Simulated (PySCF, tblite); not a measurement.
**C5H9FOSi: geometry, infrared bands and NMR shifts**

Wanted: the infrared bands and NMR shifts of C5H9FOSi (`FCOC1=CC[SiH2]C1`), by calculation.

Computed with tblite 0.8.0 and PySCF 2.14.0, with density-fitted response routines of our own, on a single molecule in the gas phase. Atoms count from 0, in the outputs and in this text.

### 1 The starting structure

17 atoms, charge 0, multiplicity 1; geometry from: force field or distance geometry start.

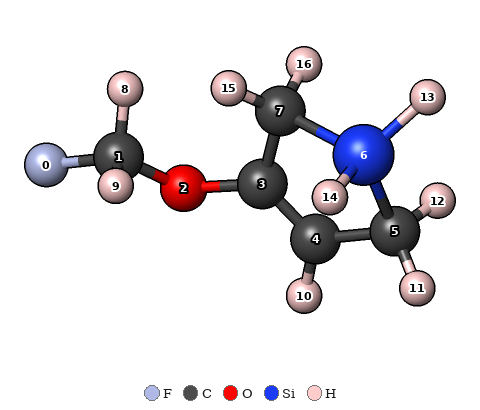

The starting geometry (fluorine light blue, carbon dark grey, oxygen red, silicon blue, hydrogen pink), atoms numbered.

### 2 Geometry optimisation with GFN2-xTB

The job: settings as JSON, then the geometry in Å.

```
{"job": {"kind": "relax", "xc": "GFN2-xTB", "basis": "xTB"}, "charge": 0, "multiplicity": 1}
F      3.741300    -1.065500    -0.313500
C      2.562700    -0.494400     0.158300
O      1.472600    -0.992300    -0.538400
C      0.183500    -0.468900    -0.144300
C     -0.744600    -0.256300    -0.973300
C     -2.040800     0.270700    -0.512800
Si    -1.463500     1.011200     1.134000
C     -0.043500    -0.200600     1.295200
H      2.525200    -0.753000     1.266500
H      2.566700     0.616200     0.124100
H     -0.610100    -0.449900    -2.080300
H     -2.473200     1.036300    -1.173300
H     -2.700500    -0.576100    -0.285000
H     -2.453600     0.876000     2.178300
H     -0.972000     2.390800     0.941300
H      0.816200     0.233400     1.828400
H     -0.373400    -1.165400     1.734500
```

Launch:

```
> OMP_NUM_THREADS=1 python probes_run.py task.json out
```

The driver reads the jobs from task.json and runs them one after another.

Output:

```text
step      E/eV     max force
  0    -701.12334    5.652
  1    -701.29976    4.540
  2    -701.52077    1.201
  3    -701.57700    0.744
  4    -701.61185    0.760
  5    -701.63744    0.314
  6    -701.64303    0.236
  7    -701.64999    0.181
  8    -701.65453    0.213
  9    -701.66085    0.240
 10    -701.66660    0.213
 11    -701.67226    0.198
 12    -701.67696    0.182
 13    -701.68092    0.155
 14    -701.68386    0.120
 15    -701.68630    0.109
 16    -701.68894    0.142
 17    -701.69197    0.139
 18    -701.69506    0.123
 19    -701.69799    0.126
 20    -701.70091    0.151
 21    -701.70419    0.170
 22    -701.70783    0.145
 23    -701.71145    0.149
 24    -701.71519    0.153
 25    -701.71932    0.176
 26    -701.72347    0.173
 27    -701.72688    0.128
 28    -701.72920    0.116
 29    -701.73087    0.114
 30    -701.73241    0.109
 31    -701.73411    0.111
 32    -701.73620    0.131
 33    -701.73876    0.151
 34    -701.74180    0.144
 35    -701.74539    0.146
 36    -701.74944    0.139
 37    -701.75318    0.111
 38    -701.75583    0.111
 39    -701.75774    0.118
 40    -701.75968    0.110
 41    -701.76197    0.153
 42    -701.76341    0.214
 43    -701.76589    0.124
 44    -701.76727    0.068
 45    -701.76840    0.083
 46    -701.76928    0.085
 47    -701.77168    0.097
 48    -701.77506    0.158
 49    -701.77937    0.193
 50    -701.77809    0.361
 51    -701.78723    0.170
 52    -701.79062    0.155
 53    -701.78858    0.459
 54    -701.79887    0.116
 55    -701.80154    0.110
 56    -701.79995    0.466
 57    -701.80784    0.129
 58    -701.81010    0.131
 59    -701.81418    0.322
 60    -701.81845    0.124
 61    -701.82116    0.117
 62    -701.82685    0.141
 63    -701.82864    0.114
 64    -701.83080    0.102
 65    -701.83444    0.117
 66    -701.83751    0.110
 67    -701.84054    0.145
 68    -701.84261    0.128
 69    -701.84411    0.119
 70    -701.84620    0.142
 71    -701.84867    0.109
 72    -701.85320    0.108
 73    -701.85540    0.113
 74    -701.85834    0.120
 75    -701.86088    0.161
 76    -701.86236    0.141
 77    -701.86631    0.116
 78    -701.87062    0.157
 79    -701.87618    0.160
 80    -701.88042    0.201
 81    -701.88453    0.212
 82    -701.88890    0.147
 83    -701.89207    0.139
 84    -701.89559    0.132
 85    -701.89879    0.172
 86    -701.90224    0.149
 87    -701.90516    0.113
 88    -701.90764    0.116
 89    -701.91064    0.127
 90    -701.91454    0.133
 91    -701.91777    0.120
 92    -701.91951    0.105
 93    -701.92130    0.116
 94    -701.92241    0.084
 95    -701.92371    0.070
 96    -701.92459    0.060
 97    -701.92543    0.050
 98    -701.92600    0.053
 99    -701.92672    0.061
100    -701.92757    0.080
101    -701.92849    0.075
102    -701.92929    0.057
103    -701.92994    0.065
104    -701.93050    0.072
105    -701.93107    0.067
106    -701.93171    0.043
107    -701.93207    0.047
108    -701.93251    0.065
109    -701.93297    0.073
110    -701.93343    0.061
111    -701.93374    0.031
112    -701.93394    0.040
113    -701.93413    0.045
114    -701.93445    0.051
115    -701.93493    0.055
116    -701.93548    0.069
117    -701.93613    0.053
118    -701.93691    0.088
119    -701.93793    0.111
120    -701.93880    0.089
121    -701.94011    0.053
122    -701.94108    0.055
123    -701.94202    0.056
124    -701.94365    0.077
125    -701.94550    0.113
126    -701.94701    0.178
127    -701.95029    0.099
128    -701.95348    0.095
129    -701.95547    0.097
130    -701.95761    0.163
131    -701.95837    0.091
132    -701.95930    0.072
133    -701.95985    0.091
134    -701.96028    0.115
135    -701.96069    0.077
136    -701.96105    0.079
137    -701.96128    0.045
138    -701.96139    0.044
139    -701.96156    0.051
140    -701.96180    0.062
141    -701.96213    0.064
142    -701.96258    0.060
143    -701.96309    0.059
144    -701.96359    0.059
145    -701.96401    0.048
146    -701.96443    0.060
147    -701.96480    0.056
148    -701.96510    0.045
149    -701.96533    0.044
150    -701.96572    0.040
151    -701.96612    0.047
152    -701.96638    0.048
153    -701.96653    0.034
154    -701.96662    0.027
155    -701.96669    0.013
156    -701.96674    0.017
157    -701.96677    0.019
158    -701.96681    0.013
159    -701.96684    0.008
```

Wall time 2 s (1 thread of Arm Neoverse N1, shared host).

The steps of the relaxation: (not every step is listed)

```csv
step,energy from step 0 (eV),largest force (eV/Å)
0,0.0000,5.6522
1,-0.1764,4.5405
2,-0.3974,1.2005
3,-0.4537,0.7438
4,-0.4885,0.7598
5,-0.5141,0.3137
6,-0.5197,0.2357
7,-0.5267,0.1805
8,-0.5312,0.2132
22,-0.5845,0.1446
36,-0.6261,0.1390
50,-0.6548,0.3613
64,-0.7075,0.1022
78,-0.7473,0.1573
92,-0.7962,0.1046
106,-0.8084,0.0430
120,-0.8155,0.0893
134,-0.8369,0.1154
148,-0.8418,0.0451
154,-0.8433,0.0268
155,-0.8433,0.0130
156,-0.8434,0.0171
157,-0.8434,0.0188
158,-0.8435,0.0133
159,-0.8435,0.0084
```

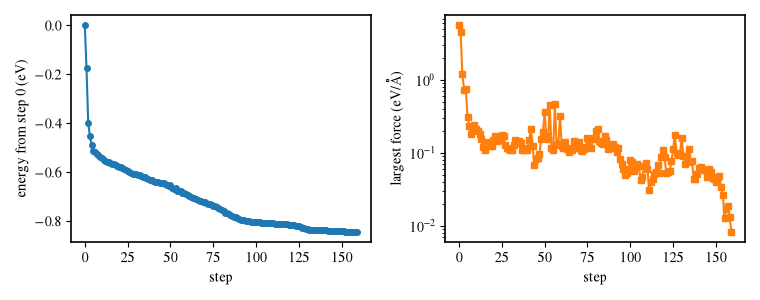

Energy and largest force along the relaxation.

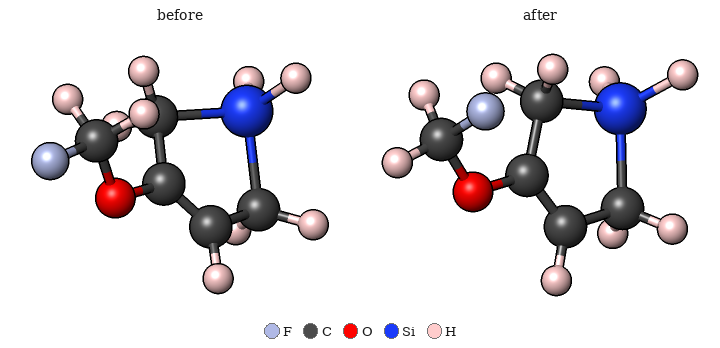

Before and after, at one scale.

Distances of close pairs at the start and the end, largest changes first:

```csv
bond,before (Å),after (Å),change (Å)
C3–C4,1.262,1.326,+0.064
C4–H10,1.132,1.078,-0.054
O2–C3,1.446,1.395,-0.051
C1–H8,1.139,1.096,-0.042
Si6–C7,1.874,1.909,+0.036
C4–C5,1.473,1.499,+0.026
C1–O2,1.386,1.361,-0.025
Si6–H13,1.445,1.466,+0.020
```

The end geometry stands in the next job.

### 3 Infrared spectrum with GFN2-xTB

The job: settings as JSON, then the geometry in Å.

```
{"job": {"kind": "ir", "xc": "GFN2-xTB", "basis": "xTB"}, "charge": 0, "multiplicity": 1}
F      3.067529     0.359282     0.073761
C      2.550251    -0.898585     0.314315
O      1.425598    -1.130823    -0.416012
C      0.257380    -0.435894    -0.103159
C     -0.769825    -0.488169    -0.940628
C     -2.028576     0.242671    -0.582454
Si    -1.616706     1.104407     1.067334
C      0.135568     0.352633     1.166760
H      3.309032    -1.616151    -0.018776
H      2.404920    -0.954905     1.404417
H     -0.717766    -1.043402    -1.863462
H     -2.297048     0.937607    -1.379915
H     -2.859832    -0.460483    -0.501845
H     -2.463130     0.668327     2.181795
H     -1.584602     2.565940     0.981623
H      0.919176     1.109327     1.222311
H      0.261034    -0.299753     2.033487
```

Output:

```text
mode    cm-1     km/mol
  1      35.5      1.58
  2      74.7      0.95
  3     105.7      7.62
  4     221.3      0.72
  5     244.5      6.90
  6     366.8      5.16
  7     404.0     16.72
  8     442.8      6.95
  9     457.1     34.65
 10     523.0      1.81
 11     555.7      1.69
 12     573.1     25.00
 13     650.2    157.10
 14     738.2     16.27
 15     751.6     85.09
 16     773.8    198.30
 17     774.8    105.26
 18     791.4     46.04
 19     841.9     17.07
 20     872.7     53.05
 21     938.5    170.93
 22    1041.5      3.43
 23    1049.8     10.15
 24    1093.5      3.59
 25    1103.0     51.74
 26    1113.5      9.68
 27    1157.2    315.38
 28    1219.4     71.53
 29    1236.1     46.14
 30    1241.5     11.74
 31    1285.3     77.35
 32    1329.6     13.74
 33    1427.4      0.98
 34    1464.1      2.54
 35    1468.5      3.46
 36    1726.1     41.87
 37    2244.7    380.41
 38    2258.1    266.29
 39    2877.9     45.52
 40    2951.0     33.13
 41    2953.2     31.54
 42    2954.6     41.19
 43    2979.1     29.15
 44    2985.5     17.50
 45    3100.4     36.72
```

It took 1 s on 1 thread of Arm Neoverse N1, shared host.

The strongest bands and the atoms that carry them (share of the mass-weighted mode):

```csv
cm⁻¹,km/mol,atoms
650,157.1,"H13 44 %, H14 42 %"
752,85.1,"H11 26 %, C5 25 %, H12 25 %, H10 15 %"
774,198.3,"H14 37 %, H13 32 %"
775,105.3,"H16 19 %, H13 14 %, C7 14 %, H15 14 %"
938,170.9,"C1 59 %, F0 37 %"
1157,315.4,"O2 38 %, C1 20 %, C3 15 %, H15 11 %"
2245,380.4,H13 94 %
2258,266.3,H14 94 %
```

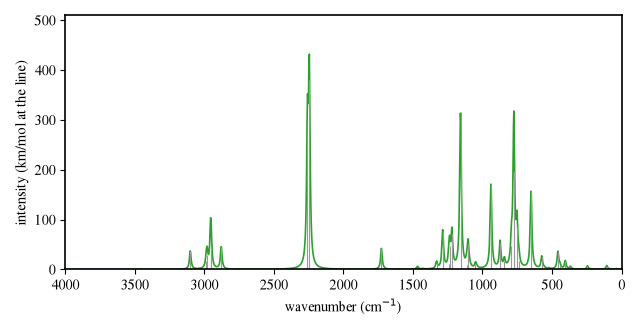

The infrared spectrum from these modes, unscaled. Lines are broadened to a width of 14 cm⁻¹ (Lorentzian).

### 4 NMR shieldings: PBE0/pcSseg-1

Settings changed since step 3:

```diff
@@ -1,2 +1,2 @@
-{"job": {"kind": "ir", "xc": "GFN2-xTB", "basis": "xTB"}, "charge": 0, "multiplicity": 1}
+{"job": {"kind": "nmr", "xc": "PBE0", "basis": "pcSseg-1"}, "charge": 0, "multiplicity": 1}
 F      3.067529     0.359282     0.073761
```

Method: GIAO PBE0/pcSseg-1 NMR shielding, non-relativistic, gas phase.

Output:

```text
coarse grid: 14808 points
cycle   1  E = -659.7360076606  dE =  1.095e+00  |g| = 7.267e-01  |ddm| = 3.725e+00
cycle   2  E = -659.6666647004  dE =  6.934e-02  |g| = 9.646e-01  |ddm| = 1.136e+00
cycle   3  E = -659.8348441812  dE = -1.682e-01  |g| = 7.503e-02  |ddm| = 6.793e-01
cycle   4  E = -659.8355523735  dE = -7.082e-04  |g| = 5.022e-02  |ddm| = 1.009e-01
cycle   5  E = -659.8361695070  dE = -6.171e-04  |g| = 1.044e-02  |ddm| = 4.862e-02
cycle   6  E = -659.8361879415  dE = -1.843e-05  |g| = 4.599e-03  |ddm| = 1.005e-02
cycle   7  E = -659.8361926883  dE = -4.747e-06  |g| = 5.656e-04  |ddm| = 4.094e-03
final grid: 139128 points
cycle   8  E = -659.9016969347  dE = -5.094e-05  |g| = 1.197e-02  |ddm| = 3.973e-02
cycle   9  E = -659.9016655596  dE =  3.138e-05  |g| = 1.769e-02  |ddm| = 2.070e-02
cycle  10  E = -659.9017254425  dE = -5.988e-05  |g| = 1.461e-03  |ddm| = 1.254e-02
cycle  11  E = -659.9017258659  dE = -4.234e-07  |g| = 4.720e-04  |ddm| = 1.546e-03
cycle  12  E = -659.9017259070  dE = -4.108e-08  |g| = 1.519e-04  |ddm| = 4.763e-04
cycle  13  E = -659.9017259116  dE = -4.606e-09  |g| = 4.844e-05  |ddm| = 1.485e-04
cycle  14  E = -659.9017259121  dE = -5.207e-10  |g| = 1.511e-05  |ddm| = 4.820e-05
converged SCF energy = -659.9017259121

GIAO shielding tensors (ppm)
atom      isotropic    diamagn.    paramagn.     s11        s22        s33       span
  0 F      335.098     475.667    -140.569    224.411    342.897    437.987    213.576
  1 C       84.587     237.356    -152.769     58.958     82.665    112.138     53.181
  2 O      172.599     397.794    -225.196     91.691    147.555    278.550    186.859
  3 C       23.610     258.009    -234.399    -73.453     67.108     77.176    150.629
  4 C       72.703     255.846    -183.143    -18.181     96.881    139.408    157.589
  5 C      174.940     252.992     -78.052    162.923    164.482    197.413     34.491
  6 Si     383.003     879.689    -496.686    340.738    380.458    427.812     87.073
  7 C      176.251     255.909     -79.657    165.383    167.929    195.442     30.060
  8 H       25.921      26.337      -0.416     21.256     25.754     30.753      9.497
  9 H       25.751      28.703      -2.951     22.722     25.841     28.691      5.969
 10 H       26.194      32.908      -6.714     22.986     26.383     29.214      6.228
 11 H       29.852      29.789       0.064     25.420     26.881     37.256     11.835
 12 H       29.876      29.354       0.522     25.421     26.861     37.345     11.924
 13 H       27.226      28.344      -1.118     24.009     24.808     32.862      8.853
 14 H       27.243      28.416      -1.173     23.965     24.898     32.866      8.900
 15 H       29.668      31.647      -1.979     24.079     28.962     35.963     11.883
 16 H       29.939      31.328      -1.389     24.686     28.512     36.618     11.931
```

It took 68 s on 1 thread of Arm Neoverse N1, shared host; peak memory 0.83 GiB.

Shifts follow as δ = σ(reference) − σ, with reference shieldings (ppm) from runs at the same level and on the same kind of geometry: ¹H TMS 31.72, ¹³C TMS 186.9, ²⁹Si TMS 349.2, ¹⁹F CFCl3 170.9, ¹⁷O H2O 336.1. The references are single molecules in the gas phase, so shifts against H2O, NH3, PH3, H3PO4 or CFCl3 are not on the usual liquid scales and can be off by tens of ppm. Atoms listed in one row are averaged.

```csv
atoms,environment,σ (ppm),δ (ppm),δ scaled to CDCl3
C3,alkene carbon bearing oxygen,23.6,163.3,157.5
C4,β carbon of an enol-ether or enamine type C=C,72.7,114.2,109.6
C1,sp3 CH2 bonded to F and O,84.6,102.3,98.0
C5,allylic sp3 CH2 bonded to Si,174.9,12.0,9.8
C7,allylic sp3 CH2 bonded to Si,176.3,10.7,8.5
"H8, H9",hydrogen on an sp3 CH2 bonded to F and O,25.84,5.88,5.65
H10,hydrogen on a β carbon of an enol-ether or enamine type C=C,26.19,5.52,5.31
"H13, H14","hydrogen on a silicon bonded to 2 C, in a 5-membered ring",27.23,4.48,–
"H15, H16",hydrogen on an allylic sp3 CH2 bonded to Si,29.80,1.91,1.91
"H11, H12",hydrogen on an allylic sp3 CH2 bonded to Si,29.86,1.85,1.85
F0,fluorine on an sp3 carbon,335.1,-164.2,–
O2,ether oxygen,172.6,163.5,–
Si6,"silicon bonded to 2 C, 2 H, in a 5-membered ring",383.0,-33.8,–
```

The scaled column applies a straight-line fit of computed shieldings to shifts measured in CDCl3, and one for carbons that bear F (root-mean-square error 0.16 ppm for H, 1.9 ppm for C).

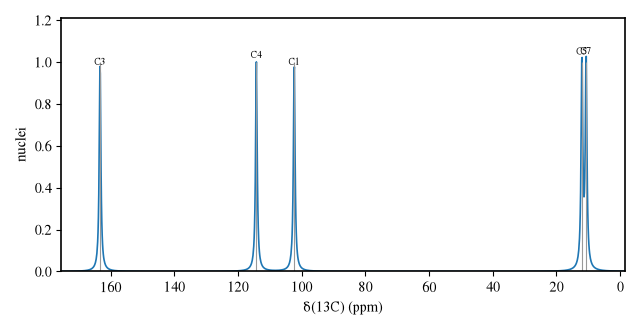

¹³C lines at the computed shifts, without couplings. Lines are broadened to a width of 0.61 ppm (Lorentzian).

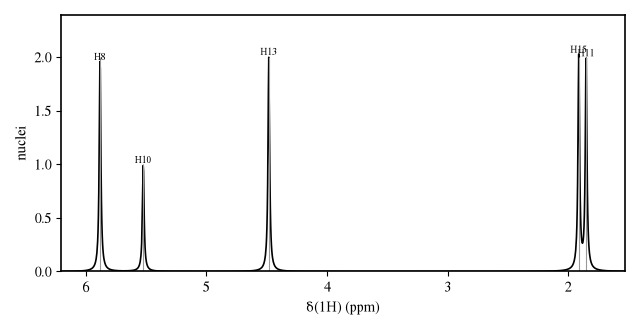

¹H lines at the computed shifts, without couplings. Lines are broadened to a width of 0.02 ppm (Lorentzian).

Charges from the same density, by scheme (e):

```csv
atoms,Mulliken,IAO,Hirshfeld,ESP fit
F0,-0.34,-0.34,-0.13,-0.26
C1,0.37,0.22,0.09,0.32
O2,-0.47,-0.33,-0.12,-0.40
C3,0.10,0.18,0.06,0.31
C4,-0.16,-0.20,-0.08,-0.33
C5,-0.48,-0.54,-0.16,-0.16
Si6,0.73,0.77,0.36,0.30
C7,-0.52,-0.58,-0.17,-0.26
```

Hirshfeld charges:

F0 -0.13; C1 0.09; O2 -0.12; C3 0.06; C4 -0.08; C5 -0.16; Si6 0.36; C7 -0.17; H8 0.06; H9 0.04; H10 0.04; H11 0.04; H12 0.04; H13 -0.08; H14 -0.07; H15 0.04; H16 0.04

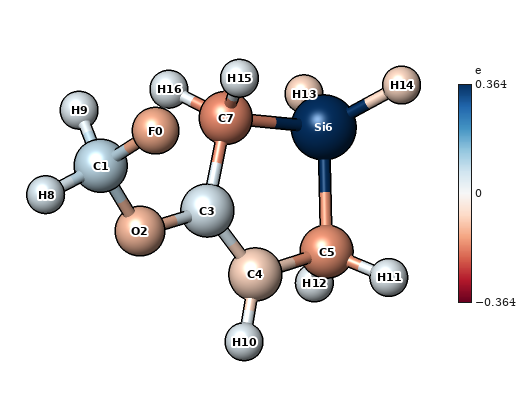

Hirshfeld charges, as colours on the atoms.

Mayer bond orders: F0–C1 0.89, C1–O2 1.03, O2–C3 0.93, C3–C4 1.85, C4–C5 1.05, C5–Si6 0.91, Si6–C7 0.87, C7–C3 1.05.

Ring of atoms C3, C4, C5, Si6, C7: NICS(0) -3.6, NICS(1) -2.7, NICS(1)zz -0.4 ppm (means of both faces).

The fields below are evaluated on a grid from the run's orbitals.

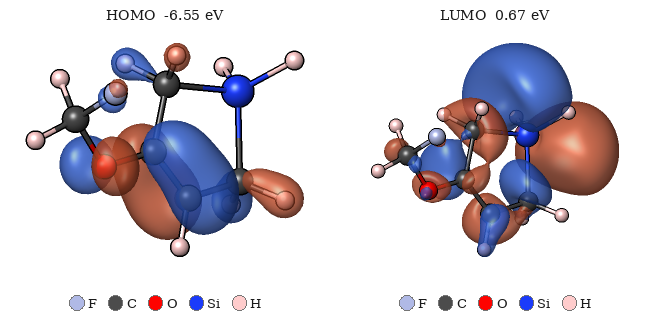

Frontier orbitals at PBE0/pcSseg-1; each surface holds 70 % of the orbital's density, blue and red mark the sign.

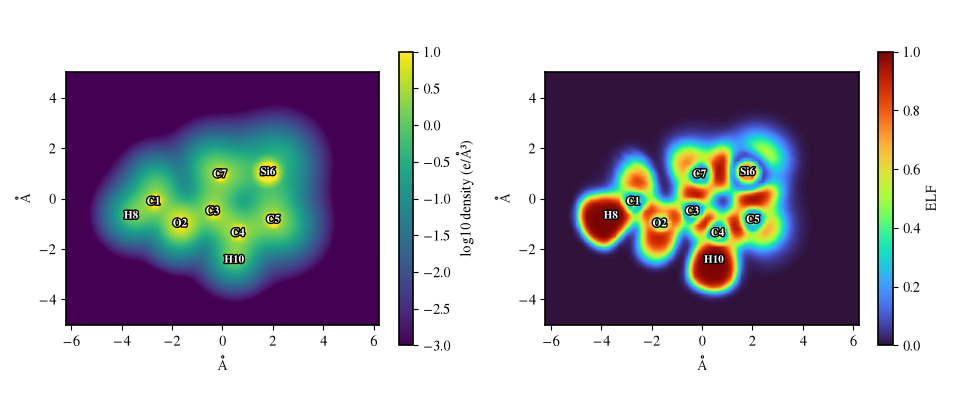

Density (left) and ELF (right) in a plane through or near 9 of the atoms.

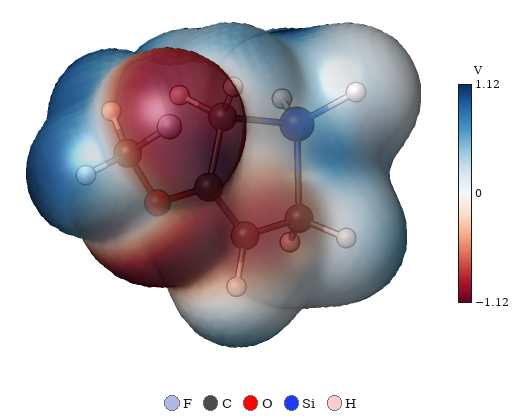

Electrostatic potential on the surface of density 0.002 e/bohr³; red is low, blue high. It runs from -1.12 V near O2 to 1.09 V near Si6.

### 5 Outcome

| quantity | value |
| --- | --- |
| strongest single infrared mode (GFN2-xTB) | 2245 cm⁻¹, 380 km/mol |
| zero-point energy (GFN2-xTB) | 79.2 kcal/mol |
| ¹³C shifts against TMS (PBE0/pcSseg-1) | 163.3, 114.2, 102.3, 12.0, 10.7 ppm |
| ¹H shifts against TMS (PBE0/pcSseg-1, means over atoms taken as alike) | 5.88, 5.52, 4.48, 1.91, 1.85 ppm |
| ¹⁹F shifts against CFCl3 (PBE0/pcSseg-1) | -164.2 ppm |
| ¹⁷O shifts against H2O (PBE0/pcSseg-1) | 163.5 ppm |
| ²⁹Si shifts against TMS (PBE0/pcSseg-1) | -33.8 ppm |
| surface potential, least and greatest | -1.12 V and 1.09 V |

**Reading.** Relaxing lowered the energy by 0.844 eV in 159 steps; the close pair that moved most is C3–C4, from 1.262 to 1.326 Å. No mode is imaginary among the 45: a minimum at this level. The strongest single mode, at 2245 cm⁻¹, moves mainly H13. GFN2-xTB is a fitted tight-binding method: band positions and strengths are rough. Its intensities can rank the bands wrongly. C3 (alkene carbon bearing oxygen) lies farthest downfield among carbon, at 163.3 ppm; an sp2 carbon further deshielded by the attached heteroatom. H8, H9 (mean) (hydrogen on an sp3 CH2 bonded to F and O) lies farthest downfield among hydrogen, at 5.88 ppm; its carbon carries F and O, which withdraws density. At PBE0/pcSseg-1: The widest tensor belongs to F0: span 214 ppm, with a paramagnetic part of -141 ppm.
